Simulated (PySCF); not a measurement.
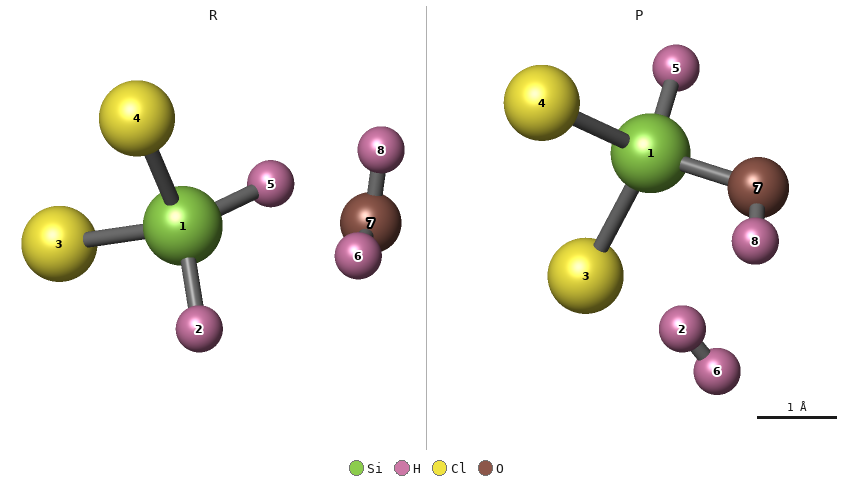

Reactant (R) and product (P) of one elementary step of SiH4OCl2. The picture is a ball-and-stick view, seen at a tilt.

Stationary points at PBE0-D4/def2-TZVP, single-point energies with CCSD(T)/CBS (def2-TZVPP where no basis is named; PySCF 2.14.0). The energies are electronic, without zero-point or thermal terms, and both ends are the relaxed geometries reached downhill from the saddle, with any fragments still in contact. CCSD(T)/CBS stands for a frozen-core estimate: MP2 correlation extrapolated from def2-TZVPP and def2-QZVPP, CCSD(T) minus MP2 from the smaller set.

R:
```xyz
8

Si   -0.3330   -0.7015   -0.7349
H     1.0731   -1.0264   -0.4506
Cl   -0.9862   -2.1001   -2.0925
Cl   -1.4633   -0.9346    0.9648
H    -0.5928    0.6162   -1.3327
H     1.3597    0.9836    1.5458
O     0.8454    1.3719    0.8333
H     0.0971    1.7909    1.2667
```

P:
```xyz
8

Si   -1.0255    0.1365   -0.6909
H     1.8267   -0.5919    1.6744
Cl   -0.1406   -1.0574   -2.0914
Cl   -1.7999   -1.0881    0.7500
H    -2.1010    0.9160   -1.3140
H     2.4176   -0.3357    1.2942
O     0.0342    1.1830   -0.0534
H     0.7884    0.8377    0.4311
```

**Predict the saddle point between them and the barrier.**

Counted by bonded pieces, R holds H₂O + SiH₂Cl₂ and P holds H₂ + SiH₂Cl₂O. From R over the saddle to P, bonds form: Si1–O7 (2.85 → 1.83 → 1.62 Å), H2–H6 (2.85 → 1.10 → 0.75 Å). Bonds break: Si1–H2 (1.47 → 1.68 → 3.78 Å), H6–O7 (0.96 → 1.16 → 3.13 Å). The saddle has one imaginary mode, 1331i cm⁻¹. The end R keeps a soft imaginary mode of 48i cm⁻¹, so it isn't quite a minimum. With CCSD(T)/CBS the barrier is 1.73 eV from R and 2.55 eV from P, and P lies 0.82 eV below R.

Saddle geometry:

```xyz
8

Si   -0.3714   -0.2499   -0.3323
H     0.9284   -0.9782    0.4475
Cl    0.0855   -1.3743   -1.9994
Cl   -1.6232   -1.0620    1.0973
H    -1.3070    0.7137   -0.9531
H     1.1442    0.0724    0.6791
O     0.7432    1.0741    0.2644
H     0.4002    1.8042    0.7964
```

The saddle point in the same view, with dashed sticks for the bonds that form or break:

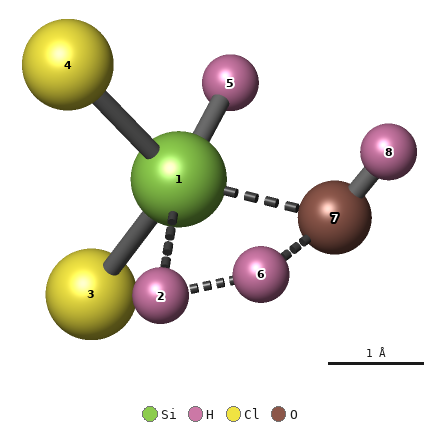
